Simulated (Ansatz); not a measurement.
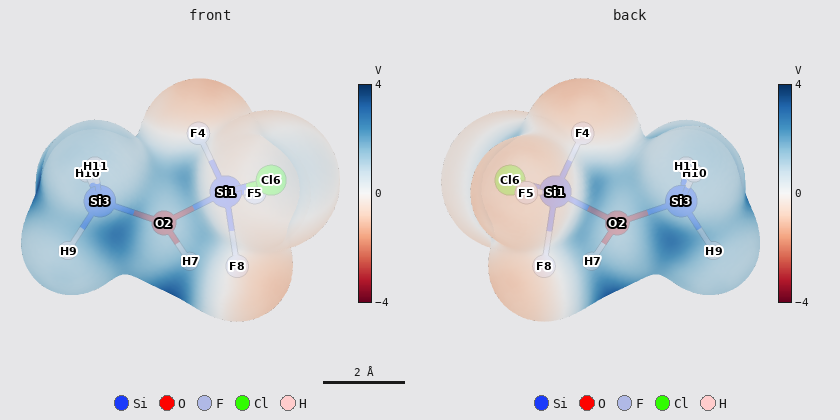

Figure. ClF3H4OSi2. The molecular electrostatic potential painted on the density surface at 0.004 e/bohr³, seen from the front and from behind; red is negative and blue positive.

A transition-state structure; geometry: PBE0-D4/def2-TZVP.

All numbers below come from RKS PBE0-D4/def2-TZVPP in Ansatz.

```xyz
11

Si   -0.3384    0.7025    1.1488
O     0.2203    0.2131   -0.4240
Si    0.1580   -1.2267   -1.3102
F    -1.0312   -0.7298    1.4071
F    -1.6266    1.6095    1.2284
Cl    0.9510    0.7307    2.7124
H     0.6352    1.2898   -0.4606
F     0.5669    2.1609    0.3591
H     0.8905   -0.9217   -2.5582
H    -1.2580   -1.5476   -1.5756
H     0.8322   -2.2808   -0.5273
```

> Which sites attract a positive test charge, and which a negative one?

A positive charge is drawn to the negative regions and a negative charge to the positive ones. The most negative region (about −1.0 V) lies over F4, the most positive (about +3.3 V) over Si3 and H7. Cl6 shows a σ-hole: about +0.5 V at the tip opposite its bond, against about −0.3 V on its flanks.
